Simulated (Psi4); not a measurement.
Run report: CF$_{2}$, excited-state calculation

The run: excited-state calculation of CF$_{2}$, SMILES F[C]F. Method and program: TDDFT (wB97X)/6-31G*, RKS (Psi4 1.11).

The geometry comes from this level: GFN2-xTB.

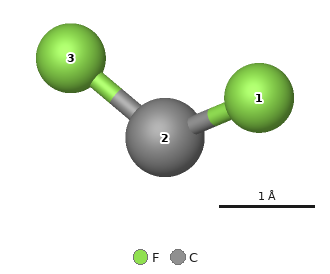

*The structure as given in the input (ball-and-stick view, seen at a tilt; atoms are numbered from 1 in the order of the input).*

Bond lengths as drawn: C–F 1.32 Å.

### Input (cf2.py)
```python
import psi4

psi4.set_memory(1600000000)
psi4.set_num_threads(1)
psi4.set_output_file('psi4.out', False)

mol = psi4.geometry("""
0 1
F      0.75010789     1.95170914     0.62884416
C      0.61760029    -0.51434566     0.28294869
F     -1.36770818    -1.43736348    -0.91179286
units au
symmetry c1
""")

psi4.set_options({
    'basis': '6-31G*',
    'reference': 'rks',
    'puream': True,
    'scf_type': 'pk',
    'dft_radial_points': 99,
    'dft_spherical_points': 590,
    'save_jk': True,
})

from psi4.driver.procrouting.response.scf_response import tdscf_excitations
e_tot, wfn = psi4.energy('wb97x', return_wfn=True)
states = tdscf_excitations(wfn, states=1, tda=False)
for k, s in enumerate(states, 1):
    print(f"root {k}: {s['EXCITATION ENERGY'] * 27.211386:.4f} eV  f = {s['OSCILLATOR STRENGTH (LEN)']:.4f}  {s['SYMMETRY']}")
print(f'total energy {e_tot:.8f} hartree = {e_tot * 27.211386:.5f} eV')
for k, v in sorted(psi4.core.scalar_variables().items()):
    print(f'{k:45s} {v:18.10f}')
```

Launch command:
```bash
python cf2.py
```

### Log
```
Psi4 1.11 release

   => Loading Basis Set <=

    Name: 6-31G*
    Role: ORBITAL
    Keyword: BASIS

         ---------------------------------------------------------
                                   SCF
                              RKS Reference
                        1 Threads,   1525 MiB Core
         ---------------------------------------------------------

  ==> Geometry <==

    Molecular point group: c1
    Full point group: Cs

    Geometry (in Bohr), charge = 0, multiplicity = 1:

       Center              X                  Y                   Z               Mass
    ------------   -----------------  -----------------  -----------------  -----------------
         F            1.055189931977     1.888530762896     0.000000000000    18.998403162730
         C            0.772330936399    -0.589092898084    -0.000000000000    12.000000000000
         F           -1.543018890937    -1.516440818470     0.000000000000    18.998403162730

  Running in c1 symmetry.

  Rotational constants: A =      4.04077  B =      0.34546  C =      0.31825 [cm^-1]
  Rotational constants: A = 121139.25213  B =  10356.70158  C =   9541.00144 [MHz]
  Nuclear repulsion =   62.216772562637686

  Charge       = 0
  Multiplicity = 1
  Electrons    = 24
  Nalpha       = 12
  Nbeta        = 12

  ==> Algorithm <==

  SCF Algorithm Type is PK.
  DIIS enabled.
  MOM disabled.
  Fractional occupation disabled.
  Guess Type is SAD.
  Energy threshold   = 1.00e-06
  Density threshold  = 1.00e-06
  Integral threshold = 1.00e-12

  ==> Primary Basis <==

  Basis Set: 6-31G*
    Blend: 6-31G*
    Number of shells: 18
    Number of basis functions: 42
    Number of Cartesian functions: 45
    Spherical Harmonics?: true
    Max angular momentum: 2

  ==> DFT Potential <==

   => LibXC <=

    Version 7.1.2

   => Composite Functional: WB97X <=

    wB97X Hyb-GGA Exchange-Correlation Functional

    Deriv               =              1
    GGA                 =           TRUE
    Meta                =          FALSE

    Exchange Hybrid     =           TRUE
    MP2 Hybrid          =          FALSE

   => Exchange-Correlation Functionals <=

    1.0000   wB97X range-separated functional

   => Exact (HF) Exchange <=

    0.8423            HF,LR [omega = 0.3000]
    0.1577               HF

   => LibXC Density Thresholds  <==

    XC_HYB_GGA_XC_WB97X:  1.00E-14

   => Molecular Quadrature <=

    Radial Scheme          =       TREUTLER
    Pruning Scheme         =           NONE
    Nuclear Scheme         =       TREUTLER

    Blocking Scheme        =         OCTREE
    BS radius alpha        =              1
    Pruning alpha          =              1
    Radial Points          =             99
    Spherical Points       =            590
    Total Points           =         167467
    Total Blocks           =           1297
    Max Points             =            256
    Max Functions          =             42
    Weights Tolerance      =       1.00E-15

  ==> Integral Setup <==

  Using in-core PK algorithm.
   Calculation information:
      Number of atoms:                   3
      Number of AO shells:              18
      Number of primitives:             45
      Number of atomic orbitals:        45
      Number of basis functions:        42

      Integral cutoff                 1.00e-12
      Number of threads:                 1

  Performing in-core PK
  Using 1224468 doubles for integral storage.
  We computed 14454 shell quartets total.
  Whereas there are 14706 unique shell quartets.

  Computing range-separated integrals for PK
  We computed 14454 wK shell quartets total.
  Whereas there are 14706 wK unique shell quartets.

  ==> DiskJK: Disk-Based J/K Matrices <==

    J tasked:                  Yes
    K tasked:                  Yes
    wK tasked:                 Yes
    Omega:               3.000E-01
    Memory [MiB]:              954
    Schwarz Cutoff:          1E-12

  Cached 100.0% of DFT collocation blocks in 0.186 [GiB].

  Minimum eigenvalue in the overlap matrix is 2.8357517172E-02.
  Reciprocal condition number of the overlap matrix is 8.8177889413E-03.
    Using symmetric orthogonalization.

  ==> Pre-Iterations <==

  SCF Guess: Superposition of Atomic Densities via on-the-fly atomic UHF (no occupation information).

   -------------------------
    Irrep   Nso     Nmo
   -------------------------
     A         42      42
   -------------------------
    Total      42      42
   -------------------------

  ==> Iterations <==

                        Total Energy        Delta E     RMS |[F,P]|

   @RKS iter SAD:  -237.08564136010938   -2.37086e+02   0.00000e+00
   @RKS iter   1:  -237.58739447173357   -5.01753e-01   7.16487e-03 DIIS/ADIIS
   @RKS iter   2:  -237.59990996015731   -1.25155e-02   6.38145e-03 DIIS/ADIIS
   @RKS iter   3:  -237.62169877240163   -2.17888e-02   1.12792e-03 DIIS/ADIIS
   @RKS iter   4:  -237.62245615898971   -7.57387e-04   1.15081e-04 DIIS/ADIIS
   @RKS iter   5:  -237.62248911151787   -3.29525e-05   3.38463e-05 DIIS
   @RKS iter   6:  -237.62249179494074   -2.68342e-06   1.00710e-05 DIIS
   @RKS iter   7:  -237.62249208182135   -2.86881e-07   2.38941e-06 DIIS
   @RKS iter   8:  -237.62249209350469   -1.16833e-08   1.75869e-06 DIIS
   @RKS iter   9:  -237.62249209566008   -2.15539e-09   3.32078e-07 DIIS
  Energy and wave function converged.

  ==> Post-Iterations <==

   Electrons on quadrature grid:
      Ntotal   =   23.9999996901 ; deviation = -3.099e-07

    Orbital Energies [Eh]
    ---------------------

    Doubly Occupied:

       1A    -24.829330     2A    -24.829220     3A    -10.466027
       4A     -1.435470     5A     -1.384987     6A     -0.812693
       7A     -0.708979     8A     -0.651762     9A     -0.643616
      10A     -0.582266    11A     -0.569420    12A     -0.375135

    Virtual:

      13A      0.026561    14A      0.249230    15A      0.316449
      16A      0.588574    17A      0.618404    18A      0.630038
      19A      0.681820    20A      1.219537    21A      1.244637
      22A      1.267105    23A      1.302716    24A      1.337622
      25A      1.398851    26A      1.512321    27A      1.558937
      28A      1.587856    29A      1.766769    30A      1.814858
      31A      1.901117    32A      1.927071    33A      1.946234
      34A      1.986322    35A      2.040195    36A      2.178116
      37A      2.440104    38A      2.442453    39A      2.649710
      40A      2.816971    41A      3.054892    42A      3.171076

    Final Occupation by Irrep:
              A
    DOCC [    12 ]
    NA   [    12 ]
    NB   [    12 ]

  @RKS Final Energy:  -237.62249209566008

   => Energetics <=

    Nuclear Repulsion Energy =             62.2167725626376864
    One-Electron Energy =                -452.3411664890995780
    Two-Electron Energy =                 171.4643124257486875
    DFT Exchange-Correlation Energy =     -18.9624105949468635
    Empirical Dispersion Energy =           0.0000000000000000
    VV10 Nonlocal Energy =                  0.0000000000000000
    Total Energy =                       -237.6224920956600783

Computation Completed

Properties will be evaluated at   0.000000,   0.000000,   0.000000 [a0]

Properties computed using the SCF density matrix

 Multipole Moments:

 ------------------------------------------------------------------------------------
     Multipole            Electronic (a.u.)      Nuclear  (a.u.)        Total (a.u.)
 ------------------------------------------------------------------------------------

 L = 1.  Multiply by 2.5417464519 to convert [e a0] to [Debye]
 Dipole X            :         -0.5423196            0.2435250           -0.2987946
 Dipole Y            :          0.4143632           -0.1857479            0.2286153
 Dipole Z            :         -0.0000000           -0.0000000           -0.0000000
 Magnitude           :                                                    0.3762222

 ------------------------------------------------------------------------------------

	total time  =          3 seconds =       0.05 minutes

******************************************************************************************
**********                               WARNING                                **********
**********       The names of excited state variables changed between 1.5       **********
**********     and 1.6. For a quick solution, remove the symmetry specifier     **********
**********   from the variable name. For full details, see 'Notes on Psivars'   **********
**********                        in the documentation.                         **********
******************************************************************************************

         ---------------------------------------------------------
                         TDSCF excitation energies
         ---------------------------------------------------------

  ==> Options <==

     Residual threshold  : 1.0000e-04
     Initial guess       : denominators
     Reference           : RHF
     Solver type         : RPA (Hamiltonian)

  ==> Requested Excitations <==

      1 singlet states with A symmetry

  ==> Seeking the lowest 1 singlet states with A symmetry

                        Generalized Hamiltonian Solver

  ==> Options <==

    Max number of iterations        = 60
    Eigenvector tolerance           = 1.0000e-04
    Max number of expansion vectors = 200

  => Iterations <=
                              Max[D[value]]     Max[|R|]   # vectors
  HamiltonianSolver iter   1:   1.60280e-01  2.53481e-01      4
  HamiltonianSolver iter   2:   1.23486e-02  4.26565e-02      6
  HamiltonianSolver iter   3:   2.84649e-04  5.39822e-03      8
  HamiltonianSolver iter   4:   4.82065e-06  8.63842e-04     10
  HamiltonianSolver iter   5:   4.76132e-08  1.45155e-04     12
  HamiltonianSolver iter   6:   1.23299e-09  2.85691e-05     14      Converged

******************************************************************************************
**********                               WARNING                                **********
**********  Length-gauge rotatory strengths are **NOT** gauge-origin invariant  **********
******************************************************************************************

                                    Excitation Energy         Total Energy        Oscillator Strength             Rotatory Strength
     #   Sym: GS->ES (Trans)        au              eV              au          au (length)    au (velocity)    au (length)    au (velocity)
    ---- -------------------- --------------- --------------- --------------- --------------- --------------- --------------- ---------------
     1        A->A (1 A)       0.14764         4.01755        -237.47485       0.0250          0.0423         -0.0000         -0.0000

Contributing excitations and de-excitations
Only contributions with abs(coeff) > 1.00e-01 will be printed:

Excited State    1 (1 A):   0.14764 au   308.61 nm f = 0.0250
  Sums of squares: Xssq =  1.029582e+00; Yssq =  2.958151e-02; Xssq - Yssq =  1.000000e+00
     12a  ->  13a     1.011016 (102.215%)
     12a  <-  13a    -0.158978 ( 2.527%)

******************************************************************************************
**********                               WARNING                                **********
**********       The names of excited state variables changed between 1.5       **********
**********     and 1.6. For a quick solution, remove the symmetry specifier     **********
**********   from the variable name. For full details, see 'Notes on Psivars'   **********
**********                        in the documentation.                         **********
******************************************************************************************
```

### Standard output
```
root 1: 4.0175 eV  f = 0.0250  A
total energy -237.62249210 hartree = -6466.03735 eV
CURRENT ENERGY                                   -237.6224920957
CURRENT REFERENCE ENERGY                         -237.6224920957
DD SOLVATION ENERGY                                 0.0000000000
DFT FUNCTIONAL TOTAL ENERGY                      -237.6224920957
DFT TOTAL ENERGY                                 -237.6224920957
DFT VV10 ENERGY                                     0.0000000000
DFT XC ENERGY                                     -18.9624105949
GRID ELECTRONS ALPHA                               11.9999998450
GRID ELECTRONS BETA                                11.9999998450
GRID ELECTRONS TOTAL                               23.9999996901
NUCLEAR REPULSION ENERGY                           62.2167725626
ONE-ELECTRON ENERGY                              -452.3411664891
PCM POLARIZATION ENERGY                             0.0000000000
PE ENERGY                                           0.0000000000
SCF ITERATION ENERGY                             -237.6224920957
SCF ITERATIONS                                      9.0000000000
SCF TOTAL ENERGY                                 -237.6224920957
TWO-ELECTRON ENERGY                               171.4643124257
XC GRID RADIAL POINTS                              99.0000000000
XC GRID SPHERICAL POINTS                          590.0000000000
XC GRID TOTAL POINTS                           167467.0000000000
```

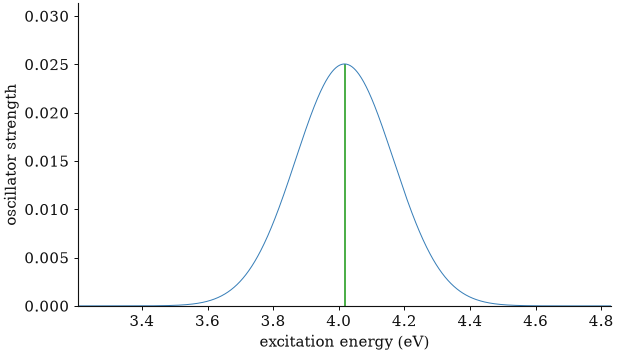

*Computed excitations as sticks (degenerate states added up, dark ones marked on the axis), with a Gaussian envelope of 0.35 eV full width at half maximum, scaled to the tallest.*

Of the 1 states the lowest lies at 4.02 eV (f = 0.025); the strongest line is at 4.02 eV, or 309 nm (f = 0.025).

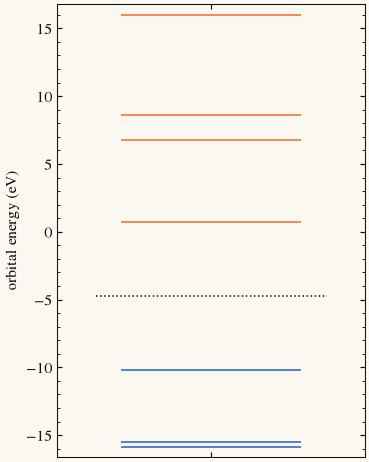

*Orbital energies near the frontier; the dotted line parts filled from empty levels, and levels within 0.02 eV of each other stand side by side.*

Highest filled −10.21 eV, lowest empty 0.72 eV, 10.93 eV apart.

### Results in brief

```csv
quantity,value
outcome,converged
total energy,−237.622492 hartree
basis functions,42
HOMO,−10.21 eV
LUMO,0.72 eV
dipole moment,0.96 D
lowest excitation,4.02 eV
hardware,"1 thread of Intel Xeon (Sapphire Rapids), 64 GiB of memory available, shared host"
wall time,7.2 s
peak memory,0.41 GiB
```
